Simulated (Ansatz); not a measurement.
# C2H7B: molecular dynamics

Aim: follow the molecule's vibrations and see whether its bonds hold. The start is relaxed first. Runs: 250 steps of 1 fs under a Nosé-Hoover thermostat at 400 K; 250 steps of 0.25 fs at constant energy, with velocities drawn for 200 K. SMILES of the start: CBC.

Program: Ansatz 0.2.0. Level of theory: RHF/STO-3G. These are calculated values, not measurements.

**1. The structure to begin with**

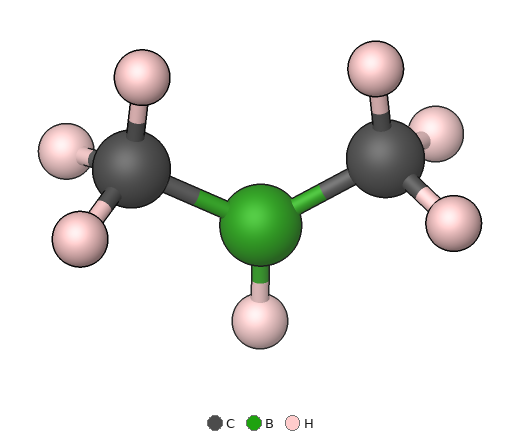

The starting structure, seen from a chosen angle (carbon dark grey, boron green, hydrogen pink).

Coordinates:

```xyz
10

C    -0.9172    0.7841   -0.5711
B     0.0886   -0.3574   -0.4960
C     0.8631   -0.6499    0.8304
H    -1.8872    0.4230   -0.8426
H    -0.6511    1.5347   -1.3911
H    -1.0338    1.3819    0.3843
H     0.3124   -1.0262   -1.4423
H     0.7138   -1.6676    1.1758
H     0.6089    0.0799    1.6840
H     1.9857   -0.5537    0.6715
```

**2. Preparing the start**

Input file input.yaml:

```yaml
crystal:
  periodic: [false, false, false]
  atoms:
    - { symbol: C, position_ang: [-0.9172, 0.7841, -0.5711] }
    - { symbol: B, position_ang: [0.0886, -0.3574, -0.496] }
    - { symbol: C, position_ang: [0.8631, -0.6499, 0.8304] }
    - { symbol: H, position_ang: [-1.8872, 0.423, -0.8426] }
    - { symbol: H, position_ang: [-0.6511, 1.5347, -1.3911] }
    - { symbol: H, position_ang: [-1.0338, 1.3819, 0.3843] }
    - { symbol: H, position_ang: [0.3124, -1.0262, -1.4423] }
    - { symbol: H, position_ang: [0.7138, -1.6676, 1.1758] }
    - { symbol: H, position_ang: [0.6089, 0.0799, 1.684] }
    - { symbol: H, position_ang: [1.9857, -0.5537, 0.6715] }
basis:
  gaussian: { orbitals: STO-3G }
hamiltonian:
  xc: hf
relax:
  f_tol: 0.02
  max_steps: 40
```

Command:

```console
ansatz run input.yaml --threads 1 --pin off --max-ram 2048MiB --backend cpu --events-out ev --progress --plain --runs-dir out
```

The log of the run, cut to the lines that bear on the results:

```text
Warning: RAYON_NUM_THREADS=1 ignored (pool sized by the plan → 1); use --threads N
[...]
Functional definition: HF
[...]
326 factors; integrals over basis functions are off by at most 2.0e-5 eV
[...]
mean field -2809.60329530 eV, -103.2510166847 hartree, gradient 6.0e-6 eV, S^2 0.000000; 0 other end points of the search recorded, 0 dependent functions left out
[...]
reference -2809.60329530 eV, -103.2510166847 hartree; 12, 12 occupied and 10, 10 virtual orbitals, 326 factors
relax step   1: F+E_penalty+E_count = -2809.60329530 eV  Δ(F+E_penalty+E_count) = +0.000e0 eV  max|allowed force component| = 4.354e0 eV/Å  Δτ_max = 0.0000 Å  (22 SCF iters, accepted)
[...]
relax step   5: F+E_penalty+E_count = -2809.96601671 eV  Δ(F+E_penalty+E_count) = -1.510e-3 eV  max|allowed force component| = 2.430e-2 eV/Å  Δτ_max = 0.0137 Å  (22 SCF iters, accepted)
[...]
relax step   6: F+E_penalty+E_count = -2809.96613956 eV  Δ(F+E_penalty+E_count) = -1.228e-4 eV  max|allowed force component| = 3.114e-3 eV/Å  Δτ_max = 0.0059 Å  (23 SCF iters, accepted)
326 factors; integrals over basis functions are off by at most 2.0e-5 eV
mean field -2809.96613956 eV, -103.2643509653 hartree, gradient 7.0e-6 eV, S^2 0.000000; 1 other end points of the search recorded, 0 dependent functions left out
[...]
reference -2809.96613956 eV, -103.2643509653 hartree; 12, 12 occupied and 10, 10 virtual orbitals, 326 factors
Total energy: -2809.96613956 eV, -103.2643509653 hartree
Atom 0 at    -0.948340     0.833175    -0.589292 Å, force     0.002668    -0.002866    -0.000197 eV/Å
Atom 1 at     0.103867    -0.331489    -0.455751 Å, force     0.000050     0.000319     0.000837 eV/Å
Atom 2 at     0.907381    -0.650229     0.861140 Å, force    -0.001300    -0.000224    -0.003114 eV/Å
Atom 3 at    -1.914763     0.423789    -0.870143 Å, force     0.000881     0.000798     0.000821 eV/Å
Atom 4 at    -0.655757     1.504347    -1.391871 Å, force    -0.000590    -0.000518     0.001326 eV/Å
Atom 5 at    -1.076363     1.417548     0.313523 Å, force     0.000493    -0.000312     0.000323 eV/Å
Atom 6 at     0.300997    -0.998554    -1.390245 Å, force     0.000166     0.000162     0.000050 eV/Å
Atom 7 at     0.729603    -1.678374     1.163446 Å, force    -0.000168     0.001658     0.000032 eV/Å
Atom 8 at     0.663123    -0.002938     1.694395 Å, force    -0.000433     0.000410    -0.000464 eV/Å
Atom 9 at     1.973452    -0.568476     0.667698 Å, force    -0.001767     0.000573     0.000388 eV/Å
Dipole moment:    -0.003714     0.014066     0.019126 e Å
```

It took 3.4 s on 1 thread of Intel Xeon at 2.70GHz, shared host; peak memory 0.098 GiB.

Relaxation path:

```
step  energy from step 1 (eV)  largest force component (eV/Å)
   1                   0.0000                          4.3542
   2                  -0.3509                          0.6977
  3x                  -0.3449                          0.5832
   4                  -0.3612                          0.1340
   5                  -0.3627                          0.0243
   6                  -0.3628                          0.0031
```

Step 1 is the start. 1 step was tried and not accepted (marked x).

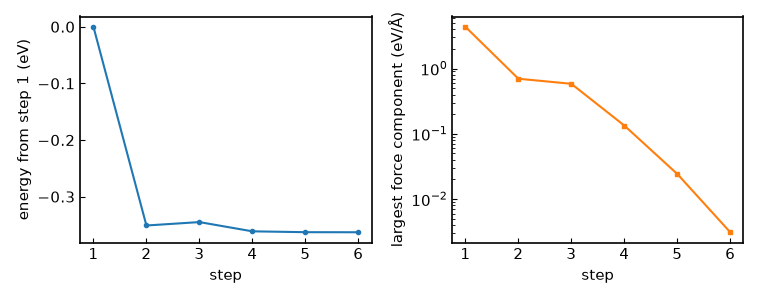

Energy and largest force along the relaxation.

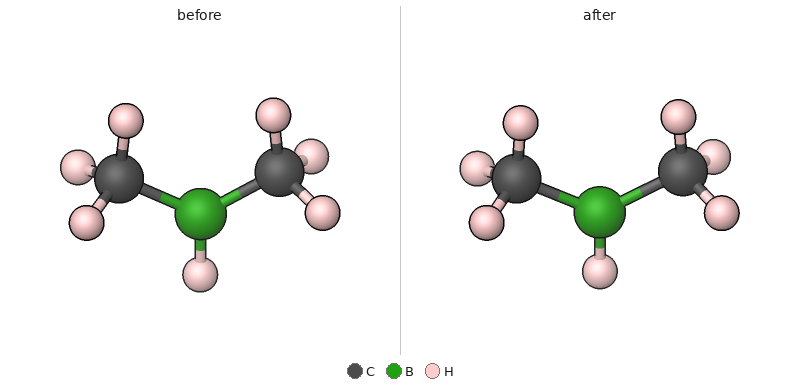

Before and after, at one scale.

After: Bond lengths: C1–B2 1.575 Å, B2–C3 1.575 Å, C1–H4 1.086 Å, C1–H5 1.086 Å, C1–H6 1.083 Å, B2–H7 1.165 Å, C3–H8 1.086 Å, C3–H9 1.083 Å, C3–H10 1.087 Å. Angles (14 of 15 angles, heavy atoms first): C1–B2–C3 124.1°, C1–B2–H7 117.9°, C3–B2–H7 117.9°, B2–C1–H4 109.7°, B2–C1–H5 109.8°, B2–C1–H6 114.0°, B2–C3–H8 109.9°, B2–C3–H9 114.0°, B2–C3–H10 109.7°, H4–C1–H5 106.3°, H4–C1–H6 108.3°, H5–C1–H6 108.3°, H8–C3–H9 108.3°, H8–C3–H10 106.3°.

**3. Run 1**

250 steps of 1 fs under a Nosé-Hoover thermostat at 400 K, from the relaxed start.

Input file input.yaml:

```yaml
crystal:
  periodic: [false, false, false]
  atoms:
    - { symbol: C, position_ang: [-0.94834, 0.833175, -0.589292] }
    - { symbol: B, position_ang: [0.103867, -0.331489, -0.455751] }
    - { symbol: C, position_ang: [0.907381, -0.650229, 0.86114] }
    - { symbol: H, position_ang: [-1.914763, 0.423789, -0.870143] }
    - { symbol: H, position_ang: [-0.655757, 1.504347, -1.391871] }
    - { symbol: H, position_ang: [-1.076363, 1.417548, 0.313523] }
    - { symbol: H, position_ang: [0.300997, -0.998554, -1.390245] }
    - { symbol: H, position_ang: [0.729603, -1.678374, 1.163446] }
    - { symbol: H, position_ang: [0.663123, -0.002938, 1.694395] }
    - { symbol: H, position_ang: [1.973452, -0.568476, 0.667698] }
basis:
  gaussian: { orbitals: STO-3G }
hamiltonian:
  xc: hf
md:
  timestep: 1.0
  n_steps: 250
  ensemble: nvt_nose_hoover
  temperature: 400.0
  initial_velocities: maxwell_boltzmann
  seed: 716546
  nose_hoover: { tau: 50.0, chain_length: 5 }
```

Command:

```console
ansatz run input.yaml --threads 1 --pin off --max-ram 2048MiB --backend cpu --events-out ev --progress --plain --runs-dir out
```

The log of the run, cut to the lines that bear on the results:

```text
Warning: RAYON_NUM_THREADS=1 ignored (pool sized by the plan → 1); use --threads N
[...]
[... 1 set-up line as earlier in the session ...]
[...]
326 factors; integrals over basis functions are off by at most 1.2e-5 eV
[...]
mean field -2809.96614338 eV, -103.2643511059 hartree, gradient 8.0e-6 eV, S^2 0.000000; 0 other end points of the search recorded, 0 dependent functions left out
[...]
reference -2809.96614338 eV, -103.2643511059 hartree; 12, 12 occupied and 10, 10 virtual orbitals, 326 factors
md step     0: t =     0.00 fs  T =   400.0 K  F+E_penalty+E_count = -2809.96614338 eV  E_kin = 0.413632 eV  conserved = -2809.55251139 eV  (21 SCF iters)
[...]
md step    18: t =    18.00 fs  T =   258.8 K  F+E_penalty+E_count = -2809.80253941 eV  E_kin = 0.267575 eV  conserved = -2809.54788728 eV  (42 SCF iters)
[...]
md step    36: t =    36.00 fs  T =   286.8 K  F+E_penalty+E_count = -2809.79105459 eV  E_kin = 0.296563 eV  conserved = -2809.54819861 eV  (23 SCF iters)
[...]
md step    54: t =    54.00 fs  T =   361.0 K  F+E_penalty+E_count = -2809.78469698 eV  E_kin = 0.373335 eV  conserved = -2809.54551502 eV  (23 SCF iters)
[...]
md step    72: t =    72.00 fs  T =   420.7 K  F+E_penalty+E_count = -2809.75761176 eV  E_kin = 0.435076 eV  conserved = -2809.54539976 eV  (24 SCF iters)
md step    73: t =    73.00 fs  T =   390.0 K  F+E_penalty+E_count = -2809.71890525 eV  E_kin = 0.403279 eV  conserved = -2809.54334725 eV  (23 SCF iters)
md step    74: t =    74.00 fs  T =   368.3 K  F+E_penalty+E_count = -2809.69360931 eV  E_kin = 0.380892 eV  conserved = -2809.54479768 eV  (23 SCF iters)
```

**4. The log goes on: dynamics from the start**

Output, continued, cut to the lines that bear on the results:

```text
md step    75: t =    75.00 fs  T =   343.3 K  F+E_penalty+E_count = -2809.66386055 eV  E_kin = 0.355018 eV  conserved = -2809.54485716 eV  (24 SCF iters)
[...]
md step    99: t =    99.00 fs  T =   456.9 K  F+E_penalty+E_count = -2809.72090491 eV  E_kin = 0.472481 eV  conserved = -2809.54361755 eV  (24 SCF iters)
[...]
md step   123: t =   123.00 fs  T =   476.5 K  F+E_penalty+E_count = -2809.71959334 eV  E_kin = 0.492707 eV  conserved = -2809.54550555 eV  (23 SCF iters)
[...]
md step   147: t =   147.00 fs  T =   294.2 K  F+E_penalty+E_count = -2809.52017814 eV  E_kin = 0.304248 eV  conserved = -2809.54034311 eV  (23 SCF iters)
[...]
md step   171: t =   171.00 fs  T =   510.1 K  F+E_penalty+E_count = -2809.74052529 eV  E_kin = 0.527485 eV  conserved = -2809.54742657 eV  (23 SCF iters)
md step   172: t =   172.00 fs  T =   521.8 K  F+E_penalty+E_count = -2809.75408850 eV  E_kin = 0.539542 eV  conserved = -2809.54879346 eV  (23 SCF iters)
```

**5. The log goes on: dynamics from the start**

Output, continued, cut to the lines that bear on the results:

```text
md step   173: t =   173.00 fs  T =   472.5 K  F+E_penalty+E_count = -2809.69984488 eV  E_kin = 0.488642 eV  conserved = -2809.54519859 eV  (23 SCF iters)
[...]
md step   192: t =   192.00 fs  T =   344.6 K  F+E_penalty+E_count = -2809.56559892 eV  E_kin = 0.356293 eV  conserved = -2809.54290656 eV  (23 SCF iters)
[...]
md step   211: t =   211.00 fs  T =   511.9 K  F+E_penalty+E_count = -2809.73186586 eV  E_kin = 0.529304 eV  conserved = -2809.54499501 eV  (24 SCF iters)
[...]
md step   230: t =   230.00 fs  T =   231.7 K  F+E_penalty+E_count = -2809.43788360 eV  E_kin = 0.239562 eV  conserved = -2809.53817086 eV  (23 SCF iters)
[...]
md step   249: t =   249.00 fs  T =   428.1 K  F+E_penalty+E_count = -2809.63772027 eV  E_kin = 0.442681 eV  conserved = -2809.54118159 eV  (23 SCF iters)
[...]
Atom 0 at    -0.964356     0.816695    -0.532502 Å, force    -1.638558    -0.172682    -1.061978 eV/Å
Atom 1 at    -0.245311    -0.482053    -0.120275 Å, force     0.961106    -0.399178     1.600814 eV/Å
Atom 2 at     1.212423    -0.516955     0.537626 Å, force    -0.571555     0.813494     0.188571 eV/Å
Atom 3 at    -2.049570     0.640651    -0.530149 Å, force     0.580126     0.451776     0.414534 eV/Å
Atom 4 at    -0.755250     0.941678    -1.599016 Å, force     0.363058     0.617211     0.331470 eV/Å
Atom 5 at    -0.716853     1.693393     0.054845 Å, force     0.087120     0.075124    -0.408591 eV/Å
Atom 6 at    -0.832714    -1.472039    -0.220486 Å, force     0.081279    -0.396068    -0.342764 eV/Å
Atom 7 at     1.462059     0.389303     1.105708 Å, force    -0.426489    -0.293720    -0.429584 eV/Å
Atom 8 at     1.925613    -0.527946    -0.301120 Å, force    -0.030311    -0.819355     0.783043 eV/Å
Atom 9 at     1.287726    -1.344705     1.257503 Å, force     0.594225     0.123399    -1.075515 eV/Å
Dipole moment:     0.023094     0.047553    -0.059125 e Å
```

Run time: 1.7 min. Hardware: 1 thread of Intel Xeon at 2.70GHz, shared host; peak memory 0.077 GiB.

**6. Frames and traces**

The trajectory, every 18 steps (energies from step 0):

```
time (fs)  T (K)  potential energy change (meV/atom)  conserved energy change (meV/atom)
      0.0    400                                 0.0                                0.00
     18.0    259                                16.4                                0.46
     36.0    287                                17.5                                0.43
     54.0    361                                18.1                                0.70
     72.0    421                                20.9                                0.71
     90.0    438                                25.3                                1.04
    108.0    411                                30.0                                0.81
    126.0    502                                22.3                                0.75
    144.0    382                                34.7                                0.51
    162.0    511                                22.1                                0.32
    180.0    414                                32.4                                0.58
    198.0    468                                27.3                                0.63
    216.0    403                                34.9                                1.09
    234.0    332                                42.2                                1.13
    250.0    496                                25.0                                0.26
```

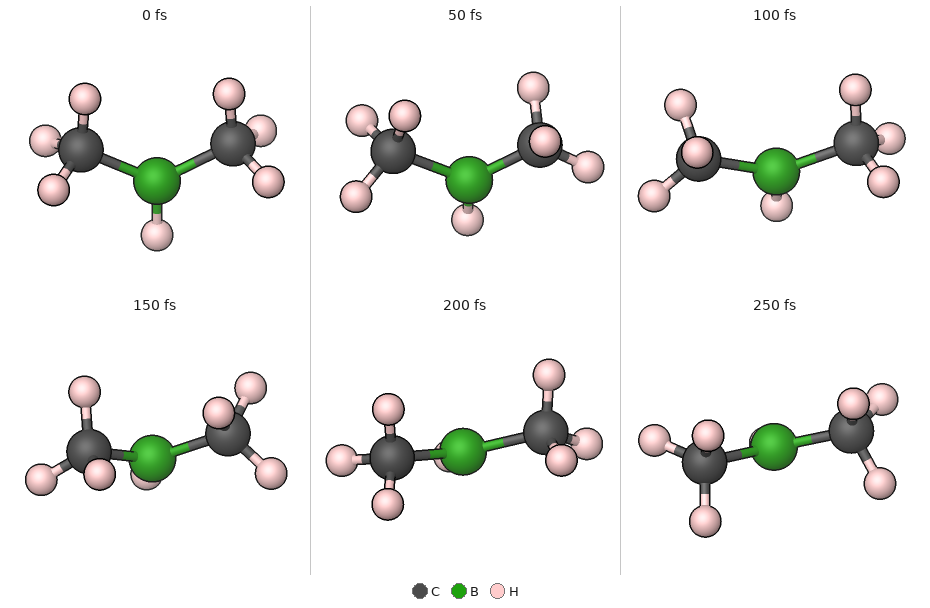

The system at six times, viewed from a chosen angle. Sticks join atoms within a bonding distance in each frame.

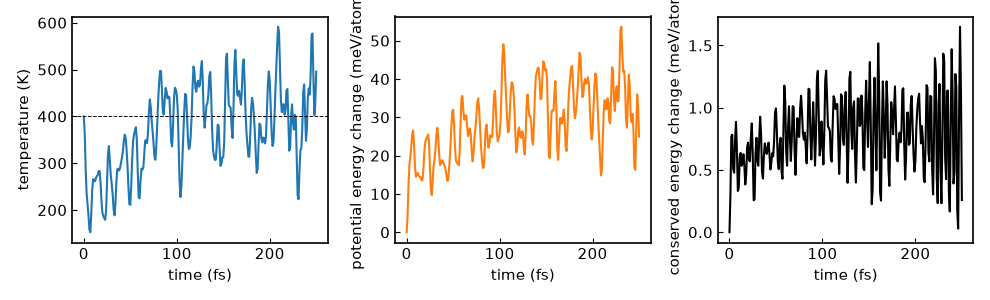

Traces against time; each panel has its own scale. The dashed line is the set temperature.

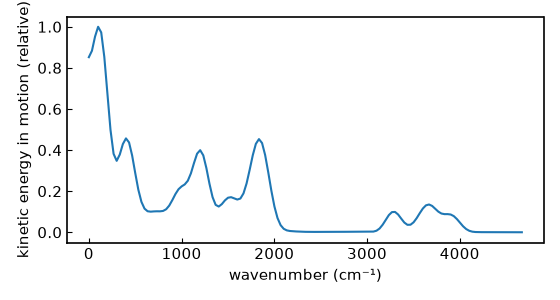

Power spectrum of the mass-weighted velocities; a run of 250 fs resolves no finer than about 270 cm⁻¹.

**7. Frames from the trajectory**

Extended XYZ, with forces in eV/Å:

```xyz
10
time_fs=31.0 T=234 dE=0.2169
C    -0.981    0.848   -0.588    0.589   -0.799   -0.400
B     0.061   -0.380   -0.433   -0.305    0.028    0.630
C     0.964   -0.628    0.847   -0.841    0.128   -0.776
H    -1.648    0.684   -1.430    0.049    0.091    0.051
H    -0.334    1.689   -0.854   -0.355    0.104    0.145
H    -1.606    1.139    0.268    0.819   -0.418   -0.215
H     0.280   -1.144   -1.287   -0.487    0.348   -0.381
H     0.666   -1.540    1.340   -0.571   -0.138    0.310
H     0.864    0.205    1.522    0.722   -0.066    0.502
H     1.975   -0.852    0.537    0.380    0.723    0.134
10
time_fs=62.0 T=288 dE=0.2936
C    -0.925    0.841   -0.543    0.823   -0.786   -0.623
B     0.066   -0.483   -0.466   -2.581    1.688   -0.925
C     0.941   -0.546    0.784    1.417   -0.035    2.006
H    -1.266    1.139   -1.536    0.110   -0.477    0.112
H    -0.512    1.742   -0.094    0.343   -0.388    0.042
H    -1.812    0.616    0.039   -0.171   -0.251    0.023
H    -0.082   -1.411   -1.176    0.238    0.560    0.057
H     0.439   -1.230    1.485    0.384    0.164   -0.360
H     1.012    0.412    1.294   -0.149   -0.130   -0.107
H     1.970   -0.884    0.663   -0.414   -0.345   -0.225
10
time_fs=94.0 T=346 dE=0.3570
C    -1.000    0.858   -0.594   -0.599   -2.848   -0.528
B    -0.027   -0.407   -0.351    0.651   -0.856   -0.426
C     1.067   -0.611    0.786    0.407    1.955   -0.729
H    -0.594    1.412   -1.423   -0.047    0.288   -0.421
H    -1.204    1.535    0.210    0.273    0.197    0.662
H    -1.962    0.394   -0.914    0.880    1.055    0.143
H    -0.076   -1.367   -1.074   -0.530    1.278    0.274
H     0.506   -0.909    1.655    0.350   -0.646    0.569
H     1.559    0.325    1.029   -0.426    0.296    0.310
H     1.915   -1.248    0.536   -0.959   -0.720    0.146
10
time_fs=125.0 T=468 dE=0.2612
C    -0.932    0.825   -0.588    0.557    1.229    1.917
B    -0.109   -0.510   -0.299   -0.470    0.114   -2.042
C     1.082   -0.523    0.723   -1.772    0.164    0.880
H    -0.346    1.764   -0.660   -0.151   -1.166    0.338
H    -1.641    0.987    0.249    0.446   -0.164   -0.759
H    -1.487    0.772   -1.485   -0.905   -0.283   -1.034
H    -0.431   -1.411   -1.029    0.589    0.435    1.311
H     0.645   -0.591    1.723    0.007    0.102   -0.163
H     1.571    0.437    0.690    0.731   -0.101   -0.062
H     1.726   -1.366    0.646    0.968   -0.330   -0.385
10
time_fs=156.0 T=424 dE=0.3176
C    -0.902    0.803   -0.523    0.242    0.131   -2.289
B    -0.177   -0.540   -0.280    0.484   -1.617   -0.802
C     1.097   -0.477    0.636    0.027   -0.274    1.820
H    -0.522    1.589    0.081    0.194    0.880    0.563
H    -1.951    0.692   -0.368   -0.915    0.181    0.008
H    -0.739    1.082   -1.597   -0.380   -0.287    1.410
H    -0.604   -1.527   -0.815    0.534    0.866    0.762
H     0.655   -0.248    1.618    0.104    0.076   -0.264
H     1.684    0.431    0.413    0.076   -1.168   -0.045
H     1.697   -1.390    0.859   -0.367    1.213   -1.164
10
time_fs=188.0 T=341 dE=0.4001
C    -1.010    0.819   -0.598   -1.113    0.537    0.030
B    -0.159   -0.410   -0.181   -0.184   -2.396   -0.031
C     1.192   -0.570    0.663   -1.494    0.346   -1.474
H    -1.365    1.414    0.255    0.212   -0.245   -0.583
H    -1.864    0.464   -1.189    0.200    0.368    0.754
H    -0.481    1.456   -1.272    0.709    0.815   -0.184
H    -0.692   -1.389   -0.581    0.828    0.049    0.382
H     1.071   -0.083    1.604    0.328    0.173    0.911
H     1.988   -0.122    0.129    0.907    1.231   -0.459
H     1.521   -1.581    0.753   -0.392   -0.878    0.653
10
time_fs=219.0 T=459 dE=0.2841
C    -0.881    0.783   -0.527    0.287    2.025   -0.916
B    -0.238   -0.551   -0.180   -0.466   -0.923    0.546
C     1.107   -0.451    0.584    2.343   -0.646   -0.721
H    -1.681    0.944    0.168   -0.588    0.220    0.450
H    -1.311    0.794   -1.515   -0.233    0.054   -0.261
H    -0.181    1.623   -0.444   -0.552   -0.349   -0.026
H    -0.852   -1.494   -0.488    0.676   -0.323    0.195
H     1.167    0.421    1.251   -0.095   -0.698   -0.319
H     1.841   -0.272   -0.238   -0.671    0.273    0.745
H     1.522   -1.347    1.054   -0.700    0.367    0.308
10
time_fs=250.0 T=496 dE=0.2497
C    -0.964    0.817   -0.532   -1.639   -0.173   -1.062
B    -0.245   -0.482   -0.120    0.961   -0.399    1.601
C     1.212   -0.517    0.538   -0.572    0.814    0.189
H    -2.050    0.641   -0.530    0.580    0.452    0.414
H    -0.755    0.942   -1.599    0.363    0.617    0.332
H    -0.717    1.693    0.055    0.087    0.075   -0.409
H    -0.833   -1.472   -0.221    0.081   -0.396   -0.343
H     1.462    0.389    1.106   -0.426   -0.294   -0.430
H     1.926   -0.528   -0.301   -0.030   -0.819    0.783
H     1.288   -1.345    1.258    0.594    0.123   -1.075
```

On run 1: Against a set 400 K the second half averages 409 K with a spread of 74 K. The conserved energy strays from its start by at most 1.65 meV/atom, 4.3 % of the mean kinetic energy, fair for a step of 1 fs. The bonding pattern survives the run.

**8. Run 2**

250 steps of 0.25 fs at constant energy, with velocities drawn for 200 K, starting from the last frame of an earlier run, with new velocities. H is given a mass of 10 u.

Input file input.yaml:

```yaml
crystal:
  periodic: [false, false, false]
  atoms:
    - { symbol: C, position_ang: [-0.964356, 0.816695, -0.532502] }
    - { symbol: B, position_ang: [-0.245311, -0.482053, -0.120275] }
    - { symbol: C, position_ang: [1.212423, -0.516955, 0.537626] }
    - { symbol: H, position_ang: [-2.04957, 0.640651, -0.530149] }
    - { symbol: H, position_ang: [-0.75525, 0.941678, -1.599016] }
    - { symbol: H, position_ang: [-0.716853, 1.693393, 0.054845] }
    - { symbol: H, position_ang: [-0.832714, -1.472039, -0.220486] }
    - { symbol: H, position_ang: [1.462059, 0.389303, 1.105708] }
    - { symbol: H, position_ang: [1.925613, -0.527946, -0.30112] }
    - { symbol: H, position_ang: [1.287726, -1.344705, 1.257503] }
basis:
  gaussian: { orbitals: STO-3G }
hamiltonian:
  xc: hf
md:
  timestep: 0.25
  n_steps: 250
  ensemble: nve
  temperature: 200.0
  initial_velocities: maxwell_boltzmann
  seed: 115255
  masses: [{ species: H, mass: 10.0 }]
```

Command:

```console
ansatz run input.yaml --threads 1 --pin off --max-ram 2048MiB --backend cpu --events-out ev --progress --plain --runs-dir out
```

The log of the run, cut to the lines that bear on the results:

```text
Warning: RAYON_NUM_THREADS=1 ignored (pool sized by the plan → 1); use --threads N
[...]
[... 1 set-up line as earlier in the session ...]
[...]
324 factors; integrals over basis functions are off by at most 1.9e-5 eV
[...]
mean field -2809.71646441 eV, -103.2551755727 hartree, gradient 5.4e-6 eV, S^2 0.000000; 0 other end points of the search recorded, 0 dependent functions left out
[...]
reference -2809.71646441 eV, -103.2551755727 hartree; 12, 12 occupied and 10, 10 virtual orbitals, 324 factors
md step     0: t =     0.00 fs  T =   200.0 K  F+E_penalty+E_count = -2809.71646441 eV  E_kin = 0.206816 eV  conserved = -2809.50964841 eV  (24 SCF iters)
[...]
md step    18: t =     4.50 fs  T =   168.4 K  F+E_penalty+E_count = -2809.68373273 eV  E_kin = 0.174160 eV  conserved = -2809.50957235 eV  (24 SCF iters)
[...]
md step    36: t =     9.00 fs  T =   299.5 K  F+E_penalty+E_count = -2809.81940558 eV  E_kin = 0.309727 eV  conserved = -2809.50967886 eV  (24 SCF iters)
[...]
md step    54: t =    13.50 fs  T =   297.3 K  F+E_penalty+E_count = -2809.81708238 eV  E_kin = 0.307473 eV  conserved = -2809.50960981 eV  (25 SCF iters)
[...]
md step    72: t =    18.00 fs  T =   297.4 K  F+E_penalty+E_count = -2809.81722959 eV  E_kin = 0.307571 eV  conserved = -2809.50965842 eV  (24 SCF iters)
md step    73: t =    18.25 fs  T =   294.8 K  F+E_penalty+E_count = -2809.81447136 eV  E_kin = 0.304813 eV  conserved = -2809.50965828 eV  (24 SCF iters)
md step    74: t =    18.50 fs  T =   291.6 K  F+E_penalty+E_count = -2809.81120231 eV  E_kin = 0.301545 eV  conserved = -2809.50965756 eV  (24 SCF iters)
```

(Part 1 of 2 ends here.)
